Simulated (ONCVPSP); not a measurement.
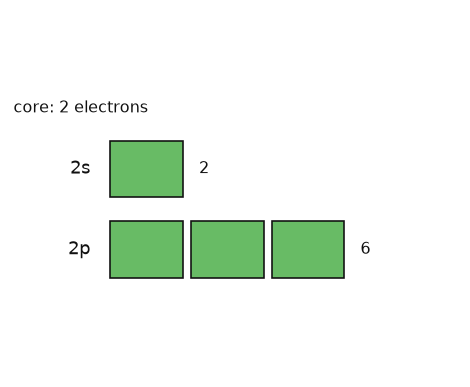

The valence shells of the reference configuration: a box for each of the 2l + 1 orbitals, shaded by the share of the shell that is filled, with the electron count at the right.

## Pseudopotential generation, with input and output: Ne

- system: neon (Ne, Z = 10), core [He], reference valence 2s2 2p6, valence charge 8.
- method: ONCV potential, PBE, scalar-relativistic, made with ONCVPSP 4.0.1

Input:
```
# ATOM AND REFERENCE CONFIGURATION
# atsym  z   nc   nv     iexc    psfile
  Ne 10.00    1    2        4      upf
#
#   n    l    f
    1    0    2.00
    2    0    2.00
    2    1    6.00
#
# PSEUDOPOTENTIAL AND OPTIMIZATION
# lmax
    2
#
#   l,   rc,      ep,       ncon, nbas, qcut
    0    0.40    0.00    4    9   19.00
    1    0.85    0.00    4    8   19.30
    2    0.70    0.13    3    6   14.30
#
# LOCAL POTENTIAL
# lloc, lpopt,  rc(5),   dvloc0
    4    1    0.30   -1.00
#
# VANDERBILT-KLEINMAN-BYLANDER PROJECTORs
# l, nproj, debl
    0    2    3.50
    1    1    1.70
    2    2    3.00
#
# MODEL CORE CHARGE
# icmod, fcfact, rcfact
    2    0.25    1.00
#
# LOG DERIVATIVE ANALYSIS
# epsh1, epsh2, depsh
   -3.00    5.00    0.02
#
# OUTPUT GRID
# rlmax, drl
    6.00    0.01
#
# TEST CONFIGURATIONS
# ncnf
    4
# nvcnf
#   n    l    f
    2
    2    0    2.00
    2    1    5.00
#
    2
    2    0    2.00
    2    1    4.00
#
    2
    2    0    2.00
    2    1    3.00
#
    2
    2    0    2.00
    2    1    5.50
#
```

Command:
```bash
oncvpsp.x < Ne.dat > Ne.out
```

Log (extracts):
```
ONCVPSP  (Optimized Norm-Conservinng Vanderbilt PSeudopotential)
scalar-relativistic version 4.0.1

#   n    l    f        energy (Ha)
    1    0    2.00    -3.0531504E+01
    2    0    2.00    -1.3378628E+00
    2    1    6.00    -4.9001745E-01

Reference configufation results
  iterations    22
  all-electron total energy (Ha)   -1.29013445D+02

Begin loop to  construct optimized pseudo wave functions
and semi-local pseudopoentials for all angular momenta

   Wellstate for l =  0  n =  3
     eigenvalue =   2.1621
     asymptotic potential =   2.6621
     half-point radius =  1.5824

Calculating optimized projector #   1

 for l=   0

    Fraction of norm inside rc  0.064345
    Optimizing pswf for qcut=  18.99 a_B^-1,  ecut= 180.23 Ha
    Residual kinetic energy error=  3.79D+00 Ha
 ERROR pspot:  first pseudo wave function has node,          program will stop
 ERROR pspot: try changing psp parameters for this l
```

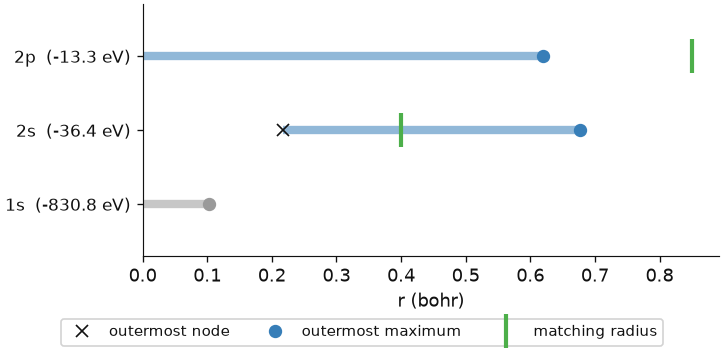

Outer shells of the all-electron reference atom: each bar runs from the outermost node (or the nucleus) to the outermost maximum of u(r); the tick is the radius chosen for the pseudo-wave. Shells without a tick have no pseudo-wave of their own. Levels, nodes and maxima are from ld1.x, scalar-relativistic.

- Radii against the shells: 2s: 0.40 bohr, between node and maximum; 2p: 0.85 bohr, outside the maximum.

Outcome:

- outcome: ended with an error
- hardware: 1 CPU thread, shared host

Diagnosis:

The generator stopped with the message “ERROR pspot: first pseudo wave function has node, program will stop”. In words: the optimised pseudo-wave of the first projector has a node, so the radial equation cannot be inverted for a potential. It was at work on the s channel when it stopped.
